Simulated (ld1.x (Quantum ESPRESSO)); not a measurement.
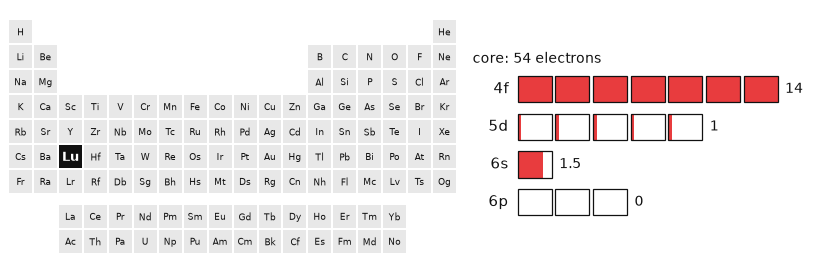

Left, the place of lutetium in the periodic table; right, the valence shells of the reference configuration: a box for each of the 2l + 1 orbitals, shaded by the share of the shell that is filled, with the electron count at the right.

Pseudopotential generation for Lu

- system: lutetium (Lu, Z = 71), core [Xe], reference valence 4f14 5d1 6s1.5 6p0 (an ion of charge +0.5), valence charge 17.
- method: ultrasoft potential, PBEsol, scalar-relativistic, made with ld1.x (Quantum ESPRESSO) 7.5

### Outcome

| quantity | value |
| --- | --- |
| outcome | not converged |
| hardware | 1 CPU thread, shared host |
| wall time | 1.9 s |

### What went wrong

The pseudo-atom did not reach self-consistency.

### Input file
```
 &input
   title='Lu', zed=71., rel=1, dft='PBESOL', iswitch=3,
   config='[Xe] 4f14 5d1 6s1.5 6p0',
   nld=4, rlderiv=4.05, eminld=-3.0, emaxld=5.0, deld=0.02
 /
 &inputp
   pseudotype=3, tm=.true., lloc=-1, rcloc=1.35,
   nlcc=.false.,
   file_pseudopw='Lu.UPF', file_wfcaegen='ae.wfc', file_wfcncgen='nc.wfc', file_beta='beta', file_chi='chi', file_wfcusgen='us.wfc'
 /
8
6S  1  0   1.50   0.00  3.10  3.70  0.0
6S  1  0   0.00   0.70  3.10  3.70  0.0
6P  2  1   0.00   0.00  3.00  3.75  0.0
6P  2  1   0.00   2.45  3.00  3.75  0.0
5D  3  2   1.00   0.00  2.25  2.55  0.0
5D  3  2   0.00   0.05  2.25  2.55  0.0
4F  4  3  14.00   0.00  1.20  1.35  0.0
4F  4  3   0.00   0.70  1.20  1.35  0.0
 &test
   configts(1)='4f14 5d1 6s1.5 6p0'
 /
```

Command:
```bash
ld1.x < Lu.in > Lu.out
```

### Output
```
     Program LD1 v.7.5
     --------------------------- All-electron run ----------------------------

     Lu
     scalar relativistic calculation

     atomic number is 71.00
     dft =PBESOL   lsd =0 sic =0 latt =0  beta=0.20 tr2=1.0E-14
     Exchange-correlation= PBESOL
                           (   1   4  10   8   0   0   0)
     mesh =1271 r(mesh) = 100.71756 a.u. xmin = -7.00 dx = 0.01250
     1 Ry =  13.60569312 eV, c = 137.03599908

     n l     nl                  e(Ry)          e(Ha)          e(eV)
     1 0     1S 1( 2.00)     -4646.9914     -2323.4957    -63225.5396
     2 0     2S 1( 2.00)      -791.2427      -395.6214    -10765.4059
     2 1     2P 1( 6.00)      -696.1513      -348.0757     -9471.6213
     3 0     3S 1( 2.00)      -179.4773       -89.7386     -2441.9124
     3 1     3P 1( 6.00)      -150.9477       -75.4739     -2053.7481
     4 0     4S 1( 2.00)       -35.8942       -17.9471      -488.3656
     4 1     4P 1( 6.00)       -26.5329       -13.2664      -360.9982
     3 2     3D 1(10.00)      -116.6974       -58.3487     -1587.7490
     5 0     5S 1( 2.00)        -4.7240        -2.3620       -64.2736
     5 1     5P 1( 6.00)        -2.5630        -1.2815       -34.8708
     4 2     4D 1(10.00)       -14.3285        -7.1642      -194.9487
     4 3     4F 1(14.00)        -0.9435        -0.4717       -12.8368
     5 2     5D 1( 1.00)        -0.3444        -0.1722        -4.6864
     6 0     6S 1( 1.50)        -0.5411        -0.2706        -7.3622
     6 1     6P 1( 0.00)        -0.2614        -0.1307        -3.5566

     final scf error:  2.3E-15 reached in  33 iterations

     Etot =  -29117.549316 Ry,  -14558.774658 Ha, -396164.440482 eV

     Ekin =   31818.383567 Ry,   15909.191784 Ha,  432911.162483 eV
     Encl =  -71751.148159 Ry,  -35875.574080 Ha, -976224.103076 eV
     Eh   =   11406.417444 Ry,    5703.208722 Ha,  155192.215376 eV
     Exc  =    -591.202168 Ry,    -295.601084 Ha,   -8043.715265 eV

     normalization and overlap integrals

     s(1S/1S) =  1.000000  <r> =   0.0193  <r2> =    0.0005  r(max) =   0.0121
     s(2S/2S) =  1.000000  <r> =   0.0818  <r2> =    0.0079  r(max) =   0.0689
     s(2P/2P) =  1.000000  <r> =   0.0729  <r2> =    0.0065  r(max) =   0.0564
     s(3S/3S) =  1.000000  <r> =   0.2127  <r2> =    0.0517  r(max) =   0.1969
     s(3P/3P) =  1.000000  <r> =   0.2124  <r2> =    0.0523  r(max) =   0.1920
     s(4S/4S) =  1.000000  <r> =   0.4780  <r2> =    0.2581  r(max) =   0.4437
     s(4P/4P) =  1.000000  <r> =   0.5080  <r2> =    0.2937  r(max) =   0.4664
     s(3D/3D) =  1.000000  <r> =   0.1925  <r2> =    0.0435  r(max) =   0.1572
     s(5S/5S) =  1.000000  <r> =   1.1710  <r2> =    1.5452  r(max) =   1.0380
     s(5P/5P) =  1.000000  <r> =   1.3942  <r2> =    2.2161  r(max) =   1.1910
     s(4D/4D) =  1.000000  <r> =   0.5477  <r2> =    0.3483  r(max) =   0.4782
     s(4F/4F) =  1.000000  <r> =   0.7244  <r2> =    0.6999  r(max) =   0.4664
     s(5D/5D) =  1.000000  <r> =   2.6600  <r2> =    8.7595  r(max) =   1.8218
     s(6S/6S) =  1.000000  <r> =   3.4780  <r2> =   13.6951  r(max) =   3.0036
     s(6P/6P) =  1.000000  <r> =   4.7391  <r2> =   25.6153  r(max) =   4.0041

     ------------------------ End of All-electron run ------------------------

     --------------------- Generating US pseudopotential ---------------------

      Generating local potential from pseudized AE potential:
      Matching radius rcloc =   1.3500

      Local pseudo, rcloc= 1.367 Estimated cut-off energy=    13.25 Ry

      Wfc   6S  rcut= 3.118  Using Troullier-Martins method
      Wfc-us  6S rcutus= 3.715  Estimated cut-off energy=     3.48 Ry

      Wfc   6S  rcut= 3.118  Using Troullier-Martins method
      Wfc-us  6S rcutus= 3.715  Estimated cut-off energy=     7.06 Ry

      Wfc   6P  rcut= 2.966  Using Troullier-Martins method
      Wfc-us  6P rcutus= 3.715  Estimated cut-off energy=     5.33 Ry

      Wfc   6P  rcut= 2.966  Using Troullier-Martins method
      Wfc-us  6P rcutus= 3.715  Estimated cut-off energy=    11.72 Ry

      Wfc   5D  rcut= 2.253  Using Troullier-Martins method
      Wfc-us  5D rcutus= 2.553  Estimated cut-off energy=    17.43 Ry

      Wfc   5D  rcut= 2.253  Using Troullier-Martins method
      Wfc-us  5D rcutus= 2.553  Estimated cut-off energy=    19.05 Ry

      Wfc   4F  rcut= 1.206  Using Troullier-Martins method
      Wfc-us  4F rcutus= 1.367  Estimated cut-off energy=    85.91 Ry

      Wfc   4F  rcut= 1.206  Using Troullier-Martins method
      Wfc-us  4F rcutus= 1.367  Estimated cut-off energy=   142.98 Ry

     ------------------- End of pseudopotential generation -------------------

     --------------------------- All-electron run ----------------------------

     Lu
     scalar relativistic calculation

     atomic number is 71.00
     dft =PBESOL   lsd =0 sic =0 latt =0  beta=0.20 tr2=1.0E-14
     Exchange-correlation= PBESOL
                           (   1   4  10   8   0   0   0)
     mesh =1271 r(mesh) = 100.71756 a.u. xmin = -7.00 dx = 0.01250
     1 Ry =  13.60569312 eV, c = 137.03599908

     n l     nl                  e(Ry)          e(Ha)          e(eV)
     1 0     1S 1( 2.00)     -4646.9914     -2323.4957    -63225.5396
     2 0     2S 1( 2.00)      -791.2427      -395.6214    -10765.4059
     2 1     2P 1( 6.00)      -696.1513      -348.0757     -9471.6213
     3 0     3S 1( 2.00)      -179.4773       -89.7386     -2441.9124
     3 1     3P 1( 6.00)      -150.9477       -75.4739     -2053.7481
     4 0     4S 1( 2.00)       -35.8942       -17.9471      -488.3656
     4 1     4P 1( 6.00)       -26.5329       -13.2664      -360.9982
     3 2     3D 1(10.00)      -116.6974       -58.3487     -1587.7490
     5 0     5S 1( 2.00)        -4.7240        -2.3620       -64.2736
     5 1     5P 1( 6.00)        -2.5630        -1.2815       -34.8708
     4 2     4D 1(10.00)       -14.3285        -7.1642      -194.9487
     4 3     4F 1(14.00)        -0.9435        -0.4717       -12.8368
     5 2     5D 1( 1.00)        -0.3444        -0.1722        -4.6864
     6 0     6S 1( 1.50)        -0.5411        -0.2706        -7.3622
     6 1     6P 1( 0.00)        -0.2614        -0.1307        -3.5566

     final scf error:  2.3E-15 reached in  33 iterations

     Etot =  -29117.549316 Ry,  -14558.774658 Ha, -396164.440482 eV

     Ekin =   31818.383567 Ry,   15909.191784 Ha,  432911.162483 eV
     Encl =  -71751.148159 Ry,  -35875.574080 Ha, -976224.103076 eV
     Eh   =   11406.417444 Ry,    5703.208722 Ha,  155192.215376 eV
     Exc  =    -591.202168 Ry,    -295.601084 Ha,   -8043.715265 eV

     normalization and overlap integrals

     s(1S/1S) =  1.000000  <r> =   0.0193  <r2> =    0.0005  r(max) =   0.0121
     s(2S/2S) =  1.000000  <r> =   0.0818  <r2> =    0.0079  r(max) =   0.0689
     s(2P/2P) =  1.000000  <r> =   0.0729  <r2> =    0.0065  r(max) =   0.0564
     s(3S/3S) =  1.000000  <r> =   0.2127  <r2> =    0.0517  r(max) =   0.1969
     s(3P/3P) =  1.000000  <r> =   0.2124  <r2> =    0.0523  r(max) =   0.1920
     s(4S/4S) =  1.000000  <r> =   0.4780  <r2> =    0.2581  r(max) =   0.4437
     s(4P/4P) =  1.000000  <r> =   0.5080  <r2> =    0.2937  r(max) =   0.4664
     s(3D/3D) =  1.000000  <r> =   0.1925  <r2> =    0.0435  r(max) =   0.1572
     s(5S/5S) =  1.000000  <r> =   1.1710  <r2> =    1.5452  r(max) =   1.0380
     s(5P/5P) =  1.000000  <r> =   1.3942  <r2> =    2.2161  r(max) =   1.1910
     s(4D/4D) =  1.000000  <r> =   0.5477  <r2> =    0.3483  r(max) =   0.4782
     s(4F/4F) =  1.000000  <r> =   0.7244  <r2> =    0.6999  r(max) =   0.4664
     s(5D/5D) =  1.000000  <r> =   2.6600  <r2> =    8.7595  r(max) =   1.8218
     s(6S/6S) =  1.000000  <r> =   3.4780  <r2> =   13.6951  r(max) =   3.0036
     s(6P/6P) =  1.000000  <r> =   4.7391  <r2> =   25.6153  r(max) =   4.0041

     ------------------------ End of All-electron run ------------------------

     Computing logarithmic derivative in   4.02929
     Message from routine run_pseudo:
     Warning: convergence not achieved
     Computing logarithmic derivative in   4.02929
     Computing the partial wave expansion
     R is outside the sphere for l=    0 j= 0.00
     R is outside the sphere for l=    0 j= 0.00
     R is outside the sphere for l=    1 j= 0.00
     R is outside the sphere for l=    1 j= 0.00
     R is outside the sphere for l=    2 j= 0.00
     R is outside the sphere for l=    2 j= 0.00
     R is outside the sphere for l=    3 j= 0.00
     R is outside the sphere for l=    3 j= 0.00

     ---------------------- Testing the pseudopotential ----------------------

     Lu
     scalar relativistic calculation

     atomic number is 71.00   valence charge is 17.00
     dft =PBESOL   lsd =0 sic =0 latt =0  beta=0.20 tr2=1.0E-14
     mesh =1271 r(mesh) = 100.71756 xmin = -7.00 dx = 0.01250

     n l     nl             e AE (Ry)        e PS (Ry)    De AE-PS (Ry)
     4 3     4F   1(14.00)       -0.94349       -0.94349        0.00000
     3 2     5D   1( 1.00)       -0.34444       -0.34444        0.00000
     1 0     6S   1( 1.50)       -0.54111       -0.54111        0.00000
     2 1     6P   1( 0.00)       -0.26141       -0.26141        0.00000

     eps = 1.7E-06  iter =201

     Etot =  -29117.549316 Ry,  -14558.774658 Ha, -396164.440482 eV
     Etotps =  -268.325392 Ry,    -134.162696 Ha,   -3650.752934 eV

     Ekin =      65.203877 Ry,      32.601938 Ha,     887.143938 eV
     Encl =    -730.256802 Ry,    -365.128401 Ha,   -9935.649947 eV
     Ehrt =     263.914584 Ry,     131.957292 Ha,    3590.740838 eV
     Ecxc =     -32.403547 Ry,     -16.201774 Ha,    -440.872721 eV
     Epseu=     165.216497 Ry,      82.608249 Ha,    2247.884958 eV

     ---------------------- End of pseudopotential test ----------------------
```
